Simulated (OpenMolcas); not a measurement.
## Spin-orbit calculation, with input and output: CH3AlO (part 3 of 4)

CH3AlO; CASPT2/ANO-RCC-VDZ, DKH2 (OpenMolcas 26.06). The geometry comes from this level: GFN2-xTB.

Geometry of the input (Å):
```
C  -0.0157  -0.2322  -0.7891
O  0.2408  -1.0007  0.6002
Al -0.0458  0.5992  0.9172
H  -0.8725  -0.7104  -1.2591
H  0.8759  -0.3747  -1.3956
H  -0.1827  1.7188  1.9264
```

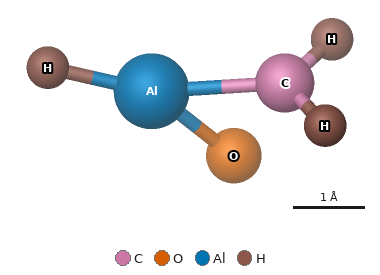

**Figure 1.** The structure (ball-and-stick view, seen at a tilt). Sticks mark near contacts.

### Output, continued
```
      printout of CI-coefficients larger than  0.05 for root  1
      energy=    -356.679963
      conf/sym  111111     Coeff  Weight
             4  2u2u00   0.98963 0.97937
            56  2u0u20   0.07261 0.00527
           106  uuduud   0.06317 0.00399
           125  0u2u02  -0.06100 0.00372

      Natural orbitals and occupation numbers for root  1
      sym 1:   1.982604   1.000055   1.977121   0.999950   0.020537   0.019734

      ************************************************************************************************************************
      *                                                    Final results                                                     *
      ************************************************************************************************************************

++    Final optimization conditions:
      ------------------------------

      Average CI energy                            -356.67996345
      RASSCF energy for state  1                   -356.67996345
      Super-CI energy                                -0.00000000
      RASSCF energy change                           -0.00000000
      Max change in MO coefficients              -1.453E-04
      Max non-diagonal density matrix element     4.810E-05
      Maximum BLB matrix element                 -6.715E-06
      (orbital pair  10,  20 in symmetry   1)
      Norm of electronic gradient            1.869E-05
--

      Final state energy(ies):
      ------------------------

::    RASSCF root number  1 Total energy:   -356.67996345
      Von Neumann Entropy (Root   1) =  1.16248

      Mulliken population analysis for root number:  1
      -----------------------------------------------

++    Molecular charges:
      ------------------

      Mulliken charges per centre
      ---------------------------

                C1      O2      AL3     H4      H5      H6
      Total    6.1744  8.6245 12.4793  0.8734  0.8745  0.9740

      N-E     -0.1744 -0.6245  0.5207  0.1266  0.1255  0.0260

      Total electronic charge=   30.000000

      Total            charge=   -0.000000
--

      Expectation values of various properties for root number:  1
      -----------------------------------------------------------

++    Molecular properties:
      ---------------------

      Charge (e):
                      =   -0.0000
      Dipole Moment (debye):
      Origin of the operator (angstrom)=    0.0387   -0.0343    0.4163
                   X= -2.9270E-01               Y=  6.1921E-01               Z= -2.9353E+00           Total=  3.0141E+00
      Quadrupole Moment (debye*angstrom):
      Origin of the operator (angstrom)=    0.0387   -0.0343    0.4163
                  XX= -2.8590E+01              XY=  2.3289E-01              XZ=  6.3726E-01              YY= -2.9958E+01
                  YZ= -1.0139E+00              ZZ= -2.3057E+01
      In traceless form (debye*angstrom)
                  XX= -2.0822E+00              XY=  3.4933E-01              XZ=  9.5589E-01              YY= -4.1347E+00
                  YZ= -1.5209E+00              ZZ=  6.2170E+00
--

      Mulliken spin population analysis for root number:  1
      ---------------------------------------------------

++    Molecular charges:
      ------------------

      Mulliken spin population per centre
      ---------------------------

                C1      O2      AL3     H4      H5      H6
      Total    0.5813  0.3587  1.0857 -0.0152 -0.0144  0.0040

      Total electronic spin=    2.000000
--

      LoProp population analysis for root number:  1
      -----------------------------------------------

++    LoProp analysis:
      ----------------

++    Static properties:
      ------------------

      LoProp Charges per center

                   C1       O2       AL3      H4       H5       H6
      Nuclear      6.0000   8.0000  13.0000   1.0000   1.0000   1.0000
      Electronic  -6.0800  -8.5186 -12.6376  -0.8538  -0.8545  -1.0553

      Total       -0.0800  -0.5186   0.3624   0.1462   0.1455  -0.0553
--

      Natural Bond Order analysis for root number:  1

++    Natural Bond Order analysis
      ---------------------------
      Based on LoProp computed density
      -------------------------------------------------------------------------------------
      Atom A       Atom B       Bond Order
        AL3          H6             0.795
      -------------------------------------------------------------------------------------
      NBO located      1.591 electrons involved in    1 bonds.
      NBO located      0.999 non-bonded electrons on atom C1
      NBO located      0.937 non-bonded electrons on atom C1
      NBO located      0.999 non-bonded electrons on atom O2
      NBO located      0.909 non-bonded electrons on atom O2
      NBO located      0.976 non-bonded electrons on atom O2
      NBO located      0.957 non-bonded electrons on atom AL3
      NBO located      0.996 non-bonded electrons on atom AL3
      NBO located      0.996 non-bonded electrons on atom AL3
      NBO located      1.000 non-bonded electrons on atom AL3
      NBO located      0.999 non-bonded electrons on atom AL3
      The remaining    4.608 electrons are to be considered as diffuse
--

--

      Average orbitals are written to the RASORB file
      Natural orbitals for root   1 are written to the RASORB.1 file
      Spin density orbitals for root   1 are written to the SPDORB.1 file

--- Stop Module: rasscf /rc=_RC_ALL_IS_WELL_ ---
--- Module rasscf spent 3 seconds ---

--- Start Module: caspt2 ---

                                              &CASPT2

                       available to each process: 1.9 GB of memory, 1 thread

++    Wave function specifications:
      -----------------------------

      Number of closed shell electrons          16
      Number of electrons in active shells       6
      Max number of holes in RAS1 space          0
      Max number of electrons in RAS3 space      0
      Number of inactive orbitals                8
      Number of active orbitals                  6
      Number of secondary orbitals              19
      Spin quantum number                      1.0
      State symmetry                             1
      Number of CSFs                           189
      Number of CASSCF root(s) available         1
      CASPT2 state passed to geometry opt.       1
      A file JOBMIX will be created
      This is a CASSCF or RASSCF reference function
--

++    Orbital specifications:
      -----------------------

      Symmetry species                           1
                                                 a
      Frozen orbitals                            4
      Inactive orbitals                          8
      Active orbitals                            6
      Secondary orbitals                        19
      Deleted orbitals                           0
      Number of basis functions                 37
--

++    CASPT2 specifications:
      ----------------------

      Type of calculation                        SS-CASPT2
      Fock operator                              state-specific
      IPEA shift                                 0.25
      Real shift                                 0.00
      Imaginary shift                            0.10
      The input orbitals will be transformed to quasi-canonical
--

--------------------------------------------------------------------------------
 Estimated memory requirements:
  POLY3 :                   263366
  RHS:                      283822
  SIGMA :                   293776
  PRPCTL:                        0
 Available workspace:    232485734

++ CASPT2 computation for group   1

********************************************************************************
 Multi-State initialization phase begins for group   1
--------------------------------------------------------------------------------
********************************************************************************
 Compute H0 matrices for state    1
--------------------------------------------------------------------------------
--------------------------------------------------------------------------------
 H0 matrices have been computed.

********************************************************************************
  CASPT2 EQUATION SOLUTION
--------------------------------------------------------------------------------

  Total nr of CASPT2 parameters:
   Before reduction:       60759
   After  reduction:       60759

 Variance of |WF0>:       0.9023613413

 The contributions to the second order correlation energy in atomic units.
-----------------------------------------------------------------------------------------------------------------------------
  IT.      VJTU        VJTI        ATVX        AIVX        VJAI        BVAT        BJAT        BJAI        TOTAL       RNORM
-----------------------------------------------------------------------------------------------------------------------------
   1    -0.001832   -0.001456   -0.008851   -0.027972   -0.030751   -0.009290   -0.036943   -0.134630   -0.251727    0.009120
   2    -0.001893   -0.001495   -0.009019   -0.028310   -0.030986   -0.009391   -0.037091   -0.134940   -0.253125    0.001364
   3    -0.001893   -0.001495   -0.009025   -0.028316   -0.030992   -0.009390   -0.037078   -0.134942   -0.253131    0.000324
   4    -0.001893   -0.001496   -0.009023   -0.028312   -0.030985   -0.009388   -0.037073   -0.134931   -0.253101    0.000068
   5    -0.001893   -0.001496   -0.009022   -0.028312   -0.030985   -0.009388   -0.037073   -0.134931   -0.253100    0.000015
   6    -0.001893   -0.001496   -0.009023   -0.028312   -0.030985   -0.009388   -0.037074   -0.134932   -0.253102    0.000003
-----------------------------------------------------------------------------------------------------------------------------

  FINAL CASPT2 RESULT:

      Reference energy:        -356.6799634457
      E2 (Non-variational):      -0.2531017339
      Shift correction:          -0.0005092986
      E2 (Variational):          -0.2536110325
      Total energy:            -356.9335744781
      Residual norm:              0.0000005643
      Reference weight:           0.90652

      Contributions to the CASPT2 correlation energy
      Active & Virtual Only:         -0.0184106457
      One Inactive Excited:          -0.0672780446
      Two Inactive Excited:          -0.1674130436

++ Denominators, etc.
--------------------------------------------------------------------------------------------------------------
 Report on small energy denominators, large coefficients, and large energy contributions.
CASE  SYMM ACTIVE-MIX  NON-ACTIVE INDICES          DENOMINATOR     RHS VALUE       COEFFICIENT     CONTRIBUTION
VJTU     1  Mu1.0001  In1.012                       0.23356115     -0.00016086     -0.00018642      0.00000003
ATVX     1  Mu1.0001  Se1.019                       0.16057871      0.00000094      0.00006994      0.00000000
ATVX     1  Mu1.0001  Se1.020                       0.17327433      0.00000006      0.00008959      0.00000000
ATVX     1  Mu1.0001  Se1.021                       0.21758090     -0.00000248      0.00003342     -0.00000000
ATVX     1  Mu1.0001  Se1.022                       0.25329681      0.00000172      0.00001632      0.00000000
AIVX     1  Mu1.0003  In1.012 Se1.019               0.88086648      0.02654555     -0.02944394     -0.00078161
VJAIM    1  Mu1.0001  Se1.022 In1.010 In1.009       1.40878883      0.05820547     -0.04312189     -0.00250993
VJAIM    1  Mu1.0001  Se1.023 In1.010 In1.009       1.47324041     -0.05014631      0.03515107     -0.00176270
BJAIP    1  Se1.028 In1.011 Se1.029 In1.011         2.66126922      0.07991700     -0.03035845     -0.00242616
BJAIP    1  Se1.020 In1.012 Se1.020 In1.012         1.25232313      0.03575796     -0.02868435     -0.00102569
--

   (Skipping property calculation,
    use PROP keyword to activate)
--

  Total CASPT2 energies:
::    CASPT2 Root  1     Total energy:   -356.93357448

  A NEW JOBIPH FILE NAMED 'JOBMIX' IS PREPARED.
********************************************************************************
--- Stop Module: caspt2 /rc=_RC_ALL_IS_WELL_ ---

>>> COPY step3.JobMix JOB002

--- Start Module: rassi ---

                                               &RASSI

                       available to each process: 1.9 GB of memory, 1 thread

      ********************************************************************************
      *                             General data section                             *
      ********************************************************************************

   Specific data for JOBIPH file JOB001
   -------------------------------------

   Header from SEWARD:

   CASSCF title (first line only):
       (No title given)

  STATE IRREP:                1
  SPIN MULTIPLICITY:          1
  ACTIVE ELECTRONS:           6
  MAX RAS1 HOLES:             0
  MAX RAS3 ELECTRONS:         0
  NR OF CONFIG:             175

   Specific data for JOBIPH file JOB002
   -------------------------------------

   Header from SEWARD:

   CASSCF title (first line only):
       (No title given)

  STATE IRREP:                1
  SPIN MULTIPLICITY:          3
  ACTIVE ELECTRONS:           6
  MAX RAS1 HOLES:             0
  MAX RAS3 ELECTRONS:         0
  NR OF CONFIG:             189
 ###############################################################################
 ###    WARNING: EJOB used when HEFF is available, possible                  ###
 ###    extra interaction between states is ignored!                         ###
 ###############################################################################

   The following data are common to all the states:
   ------------------------------------------------
   (note: frozen counts as inactive, deleted as secondary)

      Nr of irreps: 1

                 Total     No./Irrep
      Irrep                  1
                             a

      INACTIVE      12      12
      ACTIVE         6       6
      SECONDARY     19      19
      BASIS         37      37

      RAS1           0       0
      RAS2           6       6
      RAS3           0       0

        MATRIX ELEMENTS WILL BE COMPUTED FOR THE FOLLOWING ONE-ELECTRON OPERATORS, UNLESS ZERO BY SYMMETRY.
   (Herm=Hermitian, Anti=Antihermitian, Sing=Singlet operator, Trip=Triplet operator)
     MLTPL  0   1 (HERMSING)     MLTPL  0   1 (ANTITRIP)     MLTPL  1   1 (HERMSING)
     MLTPL  1   1 (ANTITRIP)     MLTPL  1   2 (HERMSING)     MLTPL  1   2 (ANTITRIP)
     MLTPL  1   3 (HERMSING)     MLTPL  1   3 (ANTITRIP)     MLTPL  2   1 (HERMSING)
     MLTPL  2   2 (HERMSING)     MLTPL  2   3 (HERMSING)     MLTPL  2   4 (HERMSING)
     MLTPL  2   5 (HERMSING)     MLTPL  2   6 (HERMSING)     VELOCITY   1 (ANTISING)
     VELOCITY   2 (ANTISING)     VELOCITY   3 (ANTISING)     ANGMOM     1 (ANTISING)
     ANGMOM     2 (ANTISING)     ANGMOM     3 (ANTISING)     MLTPV  2   1 (ANTISING)
     MLTPV  2   2 (ANTISING)     MLTPV  2   3 (ANTISING)     MLTPV  2   4 (ANTISING)
     MLTPV  2   5 (ANTISING)     MLTPV  2   6 (ANTISING)     AMFI       1 (ANTITRIP)
     AMFI       2 (ANTITRIP)     AMFI       3 (ANTITRIP)

       EIGENSTATES OF A SPIN-FREE HAMILTONIAN WILL BE COMPUTED BASED ON:

  a Hamiltonian matrix assumed to be diagonal with energies read from the wavefunction file(s).

  SO coupling elements will be added.

        MATRIX ELEMENTS OVER SPIN EIGENSTATES FOR:
     MLTPL  0   1 (HERMSING)     MLTPL  0   1 (ANTITRIP)     MLTPL  1   1 (HERMSING)
     MLTPL  1   1 (ANTITRIP)     MLTPL  1   2 (HERMSING)     MLTPL  1   2 (ANTITRIP)
     MLTPL  1   3 (HERMSING)     MLTPL  1   3 (ANTITRIP)     MLTPL  2   1 (HERMSING)
     MLTPL  2   2 (HERMSING)     MLTPL  2   3 (HERMSING)     MLTPL  2   4 (HERMSING)
     MLTPL  2   5 (HERMSING)     MLTPL  2   6 (HERMSING)     VELOCITY   1 (ANTISING)
     VELOCITY   2 (ANTISING)     VELOCITY   3 (ANTISING)     ANGMOM     1 (ANTISING)
     ANGMOM     2 (ANTISING)     ANGMOM     3 (ANTISING)     MLTPV  2   1 (ANTISING)
     MLTPV  2   2 (ANTISING)     MLTPV  2   3 (ANTISING)     MLTPV  2   4 (ANTISING)
     MLTPV  2   5 (ANTISING)     MLTPV  2   6 (ANTISING)     AMFI       1 (ANTITRIP)
     AMFI       2 (ANTITRIP)     AMFI       3 (ANTITRIP)

       EIGENSTATES OF SPIN-ORBIT HAMILTONIAN WILL BE COMPUTED

  Nr of states:                    2

   State:        1   2
  JobIph:        1   2
 Root nr:        1   1

  HAMILTONIAN MATRIX FOR THE ORIGINAL STATES:

  Diagonal, with energies
   -357.08925668   -356.93357448

      OVERLAP MATRIX FOR THE ORIGINAL STATES:

  Diagonal, with elements
      1.00000000      1.00000000

::    RASSI State    1     Total energy:    -357.08925668361701
::    RASSI State    2     Total energy:    -356.93357447813855
```
